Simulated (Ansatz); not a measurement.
## TiO2: pressure series

The reference is TiO$_{2}$ in the rutile structure (space group P4_2/mnm, No. 136; a = 4.591 Å, c = 2.939 Å).

Cell and atoms are relaxed at each pressure.

Level of theory: PBEsol (Ansatz, a quantum-chemistry and plane-wave program; PAW; 420 eV plane waves; without spin-orbit coupling).

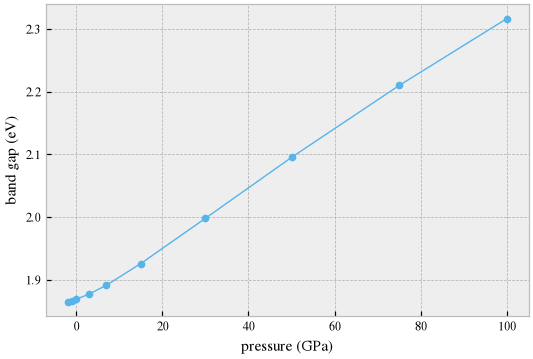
*Band gap against pressure*

| pressure (GPa) | band gap |
|---|---|
| -2 | 1.87 eV |
| -1 | 1.87 eV |
| 3 | 1.88 eV |
| 7 | 1.89 eV |
| 15 | 1.93 eV |
| 30 | 2.00 eV |
| 50 | 2.10 eV |
| 75 | 2.21 eV |
| 100 | 2.32 eV |

Load acts through the strain it causes; cell and atoms are relaxed under it. Whether these cells are dynamically stable was not tested. Competing high-pressure phases were not computed. All final runs are without spin polarisation.
